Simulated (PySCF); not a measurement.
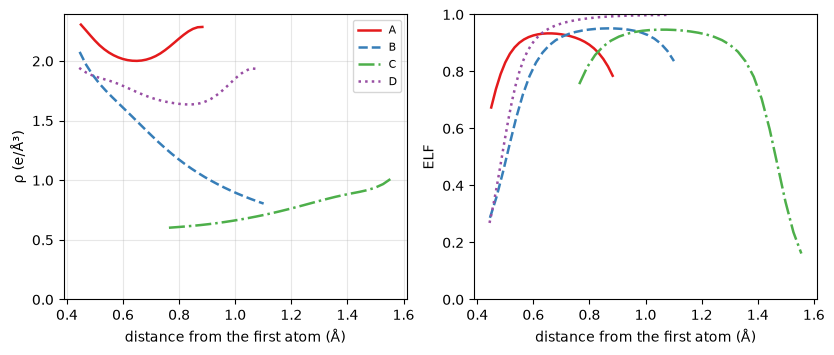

*C₄H₉P₂Si (SMILES C=C/C=C\[Si](P)P) (doublet). Electron density and electron localisation function along straight lines between neighbouring atoms. The curves leave out the atomic cores.*

Geometry: GFN2-xTB.

Theory: PySCF 2.14.0, density-fitted response routines, UKS B3LYP, pcH-1 on C H P Si, non-relativistic, mean-field spin-orbit, GIAO.

```yaml
atoms:
  - { symbol: C, position_ang: [3.1519, -0.6673, 0.2783] }
  - { symbol: C, position_ang: [1.8560, -0.3669, 0.2019] }
  - { symbol: C, position_ang: [1.2948, 0.8572, 0.6990] }
  - { symbol: C, position_ang: [-0.0045, 1.2010, 0.6286] }
  - { symbol: Si, position_ang: [-1.4117, 0.2968, -0.2176] }
  - { symbol: P, position_ang: [-3.2534, 0.9052, 0.9473] }
  - { symbol: P, position_ang: [-1.2561, -1.9606, -0.2349] }
  - { symbol: H, position_ang: [3.8628, 0.0128, 0.7189] }
  - { symbol: H, position_ang: [3.5451, -1.5960, -0.0959] }
  - { symbol: H, position_ang: [1.1627, -1.0684, -0.2487] }
  - { symbol: H, position_ang: [1.9964, 1.5268, 1.1850] }
  - { symbol: H, position_ang: [-0.2845, 2.1690, 1.0304] }
  - { symbol: H, position_ang: [-3.1573, 2.2439, 0.6156] }
  - { symbol: H, position_ang: [-4.1499, 0.6560, -0.0784] }
  - { symbol: H, position_ang: [-0.7893, -2.0484, -1.5369] }
  - { symbol: H, position_ang: [-2.5705, -2.1522, -0.6367] }
```

> Which curve belongs to which contact (C–C, C–H, C–Si and Si–P)? The first atom named is at distance zero.

Curve A: C–C (1.33 Å): ρ is about 2 e/Å³ halfway; the ELF peaks at about 0.95 between the atoms: a multiple bond. Curve B: C–Si (1.87 Å): ρ is about 0.97 e/Å³ halfway; the ELF peaks at about 0.95 between the atoms: localised, covalent bonding. Curve C: Si–P (2.26 Å): ρ at the midpoint is about 0.72 e/Å³; the ELF peaks at about 0.95 between the atoms (a covalent bond). Curve D: C–H (1.08 Å): the density is about 1.8 e/Å³ at the midpoint; the ELF climbs to about 1 towards the hydrogen, as it does in any bond to H; a covalent bond by its length.
